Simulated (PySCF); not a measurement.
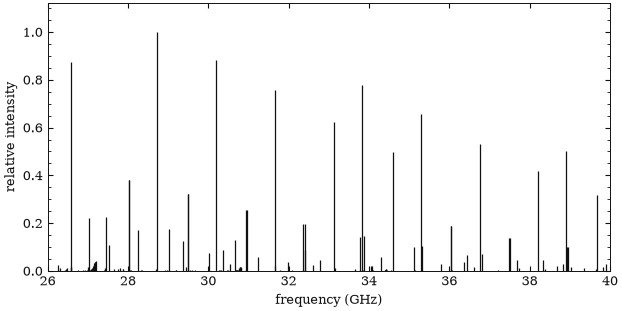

C₇H₁₆Ge, SMILES CCC[C@H]1CC[CH2][GeH2]1, singlet. Simulated rotational absorption lines between 26 and 40 GHz at 2 K: rigid rotor with the equilibrium constants and dipole of one optimised conformer (PBE0-D3(BJ)/def2-SVP, PySCF 2.14.0), commonest isotopes; no centrifugal distortion, hyperfine structure, internal rotation or nuclear-spin weights; lines within 1 MHz of each other are summed.

What are the rotational constants, and what kind of rotor is it?

Rotational constants A, B, C = 2.546, 0.8114, 0.6508 GHz; Ray's κ = −0.83, an asymmetric top on the prolate side.

Which dipole components drive the lines?

|μa|, |μb|, |μc| = 0.07, 0.62, 0.08 D; b-type lines carry 98 % of the intensity in this range.

Known limits of this run: coarse grid, loose stop and no frequency check, small forces are noise and the end may be a saddle.
